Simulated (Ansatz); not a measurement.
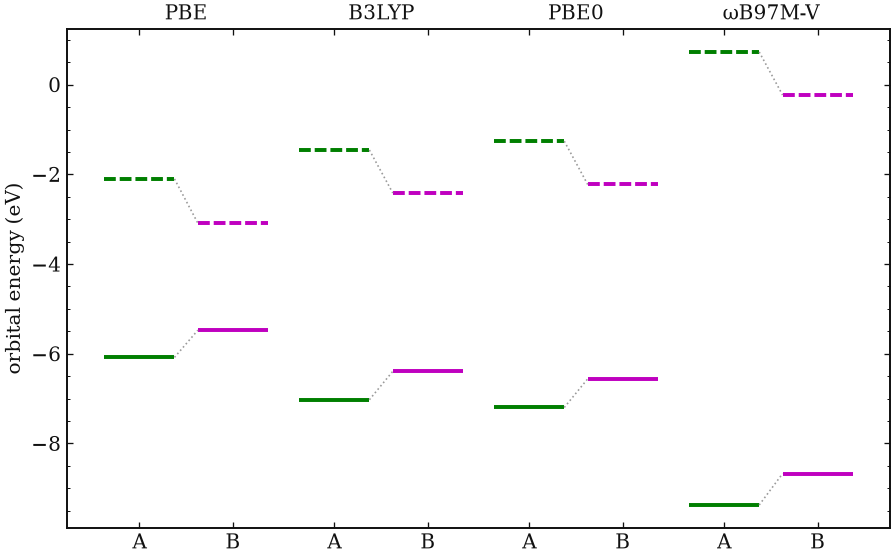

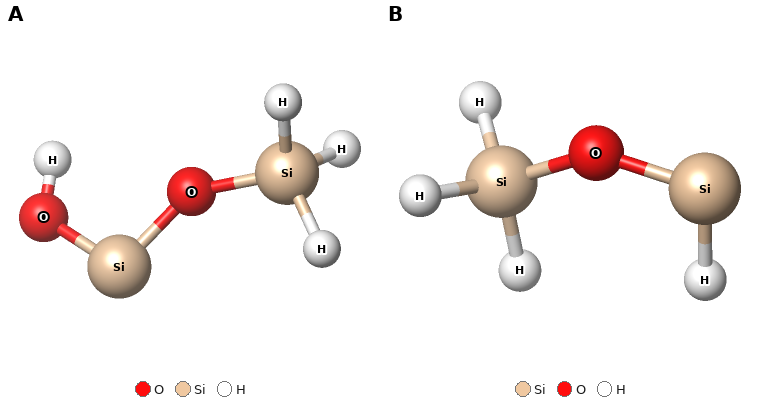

One change: A, Si₂H₄O₂ (SMILES O[Si]O[SiH3]), becomes B, Si₂H₄O (SMILES [SiH]O[SiH3]). OH on Si is replaced by H. HOMO (solid) and LUMO (dashed) computed in def2-TZVPP at PBE0-D4/def2-TZVP geometries, both minima by their frequencies, gas phase, the Ansatz code. Empty levels above zero depend strongly on the basis.

What does the change do to HOMO and LUMO?

PBE: the HOMO rises by 0.61 eV, the LUMO falls by 0.99 eV, and the separation goes from 3.98 to 2.38 eV. B3LYP: the HOMO rises by 0.63 eV, the LUMO falls by 0.96 eV, and the separation goes from 5.57 to 3.98 eV. PBE0: the HOMO rises by 0.64 eV, the LUMO falls by 0.97 eV, and the separation goes from 5.94 to 4.33 eV. ωB97M-V: the HOMO rises by 0.70 eV, the LUMO falls by 0.96 eV, and the separation goes from 10.10 to 8.44 eV.

Do the functionals agree on the effect?

They agree on the direction for both levels; the HOMO shift lies between 0.61 and 0.70 eV and the LUMO shift between −0.99 and −0.96 eV, while the separations themselves differ by up to 6.1 eV between functionals.

Note: one conformer of each flexible molecule.
